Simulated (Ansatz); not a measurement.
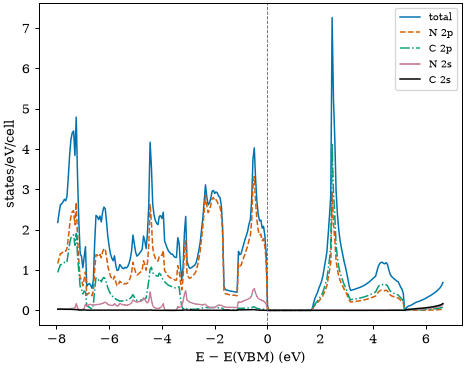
Fig. 1. Total and projected density of states of C3N4 in space group R3m (No. 160; C on 9b, N on 9b, N on 3a), r²SCAN+D4 in the plane-wave PAW code Ansatz

Which orbitals carry the states next to the gap?

Top 1 eV of the valence band: N 2p 83 %, N 2s 13 %. Bottom 1 eV of the conduction band: C 2p 55 %, N 2p 42 %. Projections are on Löwdin-orthogonalised atomic valence shells; empty p or d shells of many metals are not among them.

Where is the tallest occupied peak in this window, and what makes it?

Near -7.2 eV, about 4.8 states/eV per cell; the largest projected share is N 2p.

The workflow started from a Materials Project entry (that database holds measured and hypothetical structures alike); the Crystallography Open Database copy checked does not list it. COD files the formula under space group No. 227. Whether it is the stable phase at ambient conditions was not checked. Symmetry was held in the r²SCAN+D4 relaxation. At this level the phase is dynamically unstable (imaginary phonons). Its formation energy is positive at this level, so the cell may be metastable or incomplete.

Potentials: the earlier of the program's two PAW sets. The files were generated under PBE; for other functionals the program regenerates the frozen cores, and for LDA and PBEsol the local potential too.
